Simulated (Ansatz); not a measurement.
AlN (zinc blende)

```
CELL_PARAMETERS angstrom
      0.00000     4.40321     4.40321
      2.20161     2.20161     4.40321
      2.20161     2.20161     0.00000
ATOMIC_POSITIONS crystal
  N  0.00000 0.75000 0.75000
  N  0.50000 0.75000 0.75000
  Al 0.00000 0.00000 0.00000
  Al 0.50000 0.00000 0.00000
```

A phonon eigenvector at X = (0.5, 0.5, 0.0) is frozen into this cell: atom i moves by Q times the vector below, so Q is the largest atomic displacement, in Å. The cell is held. (q is in reciprocal vectors of the primitive cell; the cell shown is doubled to hold the pattern.)

```tsv
atom	x	y	z
N1	0.000	0.000	1.000
N2	0.000	0.000	-1.000
```

Atoms not listed stay in place.

Computed with PBE (plane waves to 420 eV, PAW, scalar-relativistic; Ansatz, a quantum-chemistry and plane-wave program). k mesh 13×13×13 (Γ-centred), Fermi-Dirac smearing 0.05 eV. Energies are smeared free energies. AlN was relaxed with its symmetry unable to fall. The zero of ΔE is the undisplaced structure.

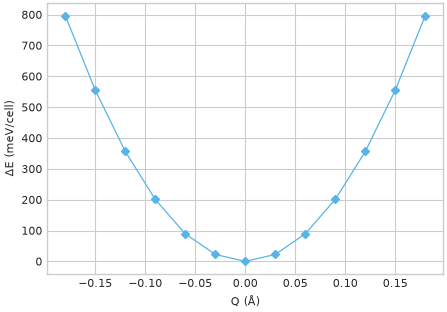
ΔE (meV/cell) against Q (Å); markers are the computed points, lines only join them.

Q: What is the energy change at Q = 0.180 Å?

A: About 800 meV/cell.

Q: What harmonic wavenumber does the curvature at Q = 0 give?

A: About 690 cm⁻¹.

(A displaced cell: forces are minus the slopes of the energy, force constants its curvatures, and phonons follow from these.)
